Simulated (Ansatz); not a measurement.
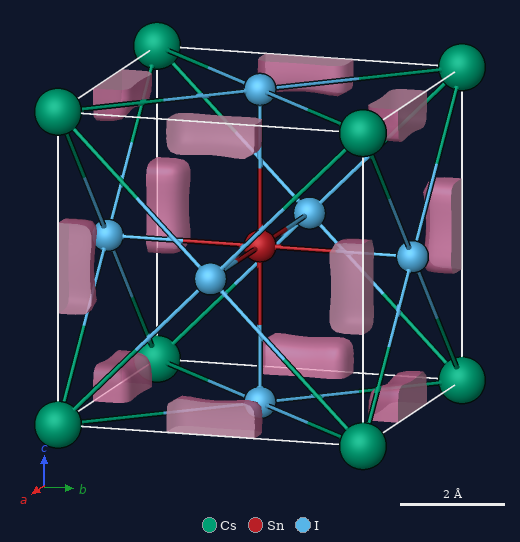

Crystal voids of CsSnI₃ (Pm-3m, No. 221): the pink surface encloses the regions where the procrystal electron density, the sum of the densities of spherically averaged neutral Hartree-Fock atoms, is below 0.002 e/bohr³ (1×1×1 cells, view slightly off an axis). No self-consistent density enters. Pale faces close the region where the drawn box cuts it. From Rb on the atoms have core potentials, so only their outer electrons count.

Source of the atomic positions: a calculation's input that goes back to an entry of the Crystallography Open Database (an earlier step may have relaxed or displaced it).

```
CELL_PARAMETERS angstrom
6.20570 0.00000 0.00000
0.00000 6.20570 0.00000
0.00000 0.00000 6.20570
ATOMIC_POSITIONS crystal
Cs 0.00000 0.00000 0.00000
Sn 0.50000 0.50000 0.50000
I 0.00000 0.50000 0.50000
I 0.50000 0.00000 0.50000
I 0.50000 0.50000 0.00000
```

**What share of the cell is void by this measure?**

The voids take about 4 % of the cell (9.6 Å³ of 239.0 Å³) and are bounded by about 36 Å² of surface per cell.

**What shape does the empty space take in three dimensions?**

They are isolated pockets that do not connect across cells.

**How low does the density fall, and where?**

To about 0.00033 e/bohr³ near 0.00, 0.00, 0.00 (fractional), 0.0 Å from the nearest nucleus.

**At what density do the voids first join through the crystal?**

At about 0.0025 e/bohr³, as a three-dimensional network.
